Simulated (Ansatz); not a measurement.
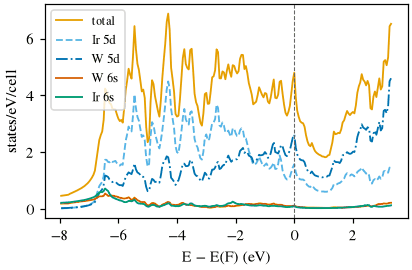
Fig. 1. Total and projected density of states of IrW in space group Cmcm (No. 63; W on 4c, Ir on 4c), plane-wave PAW PBE (Ansatz code)

Question: Which orbitals carry the states next to the Fermi level?

Answer: Within 0.5 eV of the Fermi level: W 5d 55 %, Ir 5d 34 %, outside the projected shells 7 %. Projections are on Löwdin-orthogonalised atomic valence shells; empty p or d shells of many metals are not among them.

Question: Where is the tallest occupied peak in this window, and what makes it?

Answer: Near -4.3 eV, about 6.9 states/eV per cell; the largest projected share is Ir 5d.

The start of the workflow was typed in or built on a structure type; neither database checked (COD, Materials Project) lists it. COD files the formula under space group No. 51, so this cell is another polymorph or a model. Its standing as an ambient phase is unchecked. Symmetry was held in the PBE relaxation; its stability against distortions is not shown here. The run is not spin-polarised. Scalar-relativistic: spin–orbit coupling is off unless named, which matters more the heavier the elements.

Potentials: the earlier of the program's two PAW sets.
